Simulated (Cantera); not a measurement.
Feed: 1 mol SiC, 0.0025 mol O2, 57 mol N2, held at 1775 K.

Method: chemical equilibrium by Gibbs-energy minimisation in Cantera with the NASA 1993 tables (ideal gas, pure condensed phases). Candidate condensed phases: C, Si, SiC, SiO2, Si2N2O, Si3N4; 34 gas species. Mutual solubility and eutectic melting of coexisting phases are not modelled. Equilibrium is a limit: real reactors are often held back by kinetics, nucleation or transport.

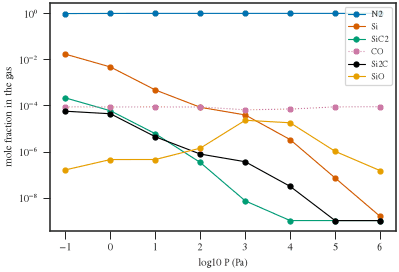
Figure: Equilibrium gas composition (values under 1e-9 drawn at 1e-9)

At 0.100 Pa the condensed part is C(graphite). From 1.00 Pa to 10.0 Pa the condensed part is C(graphite) + SiC(s). From 1.00 mbar to 10.0 mbar the condensed part is SiC(s). From 0.100 bar to 1.00 bar the condensed part is SiC(s) + Si3N4(s). At 10.0 bar the condensed part is C(graphite) + Si3N4(s). The main Si-bearing gas is Si at 0.100 Pa and SiO at 10.0 bar.
